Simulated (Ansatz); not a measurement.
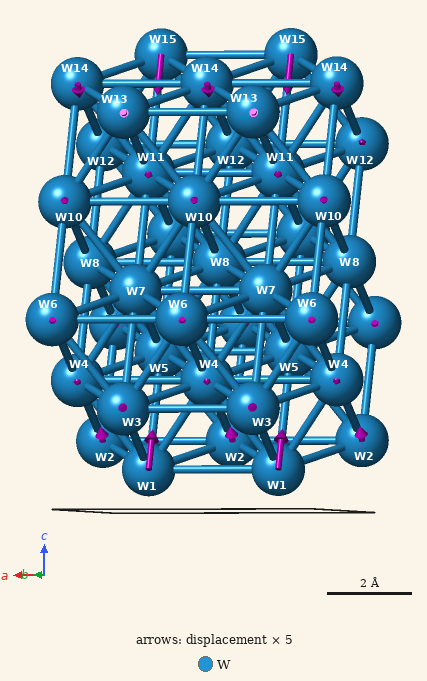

A relaxation of a slab of composition W (cut from the Im-3m phase). The starting structure is drawn; purple arrows show the displacements, 5 times their true length.

Style: ball-and-stick. Shown: the 2 × 1 repeat of the cell, outlined in the plane, without the vacuum (origin shifted), from a free direction.

The slab is the (2 1 0) face of W.

These are results of Ansatz, DFT PBE, scalar-relativistic, plane waves, PAW, not measurements. Set-up: plane-wave cutoff 420 eV; k-point mesh 11 × 5 × 1; occupations gaussian; smearing width 0.1 eV; no spin polarisation; dipole correction; atoms relaxed in a fixed cell; force threshold 0.02 eV/Å; at most 60 steps.

Question: What happened in the run?

Answer: After 5 accepted moves (6 points after the start) the energy has fallen by 0.662 eV per cell of the calculation. Largest force component: 2.1 eV/Å at the start, 0.0095 eV/Å at the end. 1 step only repeated the SCF at the same geometry. The largest moves, 0.22 Å, are those of W atoms. The cell stays as it was. Some distances before and after: W–W 3.184 → 2.999 Å, W–W 2.757 → 2.621 Å, W–W 3.184 → 3.112 Å, W–W 2.757 → 2.710 Å. Cost: 4.2 min on 8 threads of Intel(R) Xeon(R) Processor @ 2.50GHz (Skylake/Cascade Lake), on a shared host, peak memory 3.1 GiB.
